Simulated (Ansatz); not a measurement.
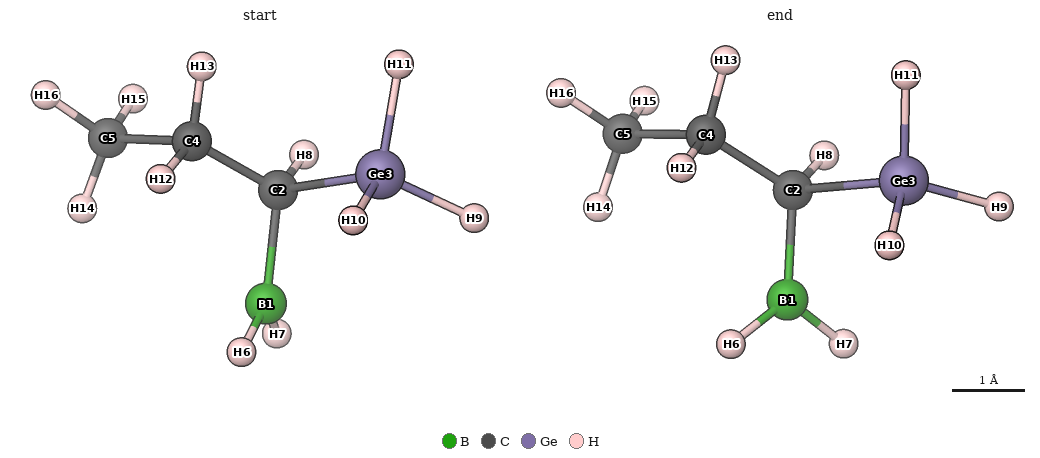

The structure of C3H11BGe before (left) and after (right) a relaxation, at one scale.

Style: ball-and-stick. Shown at a tilt.

The run prepares an end point of a later path (torsion) calculation, from a guessed geometry.

These are results of RKS B3LYP-D4/def2-SVP in Ansatz, not measurements. (no spin polarisation; force threshold 0.015 eV/Å; at most 40 steps)

Question: Describe what moved and what it gained.

Answer: After 17 accepted moves (18 points after the start) the energy has fallen by 13.3 kcal/mol. The largest force component goes from 3.8 to 0.012 eV/Å. The line search rejected the trial step at point 3 of the run. The largest move after the best rigid fit is that of H7, 0.82 Å. Largest moves by element: H 0.82 Å, C 0.14 Å, Ge 0.10 Å, B 0.07 Å. Among the contacts that change: C2–Ge3 1.919 → 2.024 Å, B1–H6 1.116 → 1.210 Å, B1–C2 1.606 → 1.534 Å, C4–C5 1.597 → 1.531 Å. Among the angles between lasting bonds that change: B1–C2–Ge3 105.8° → 98.6°, C5–C4–H13 102.4° → 109.1°, B1–C2–C4 114.2° → 119.1°. Groups turn about B1–C2 by about 35°. Cost: 110 s on 2 threads of Arm Neoverse V1, on a shared host, peak memory 0.44 GiB.
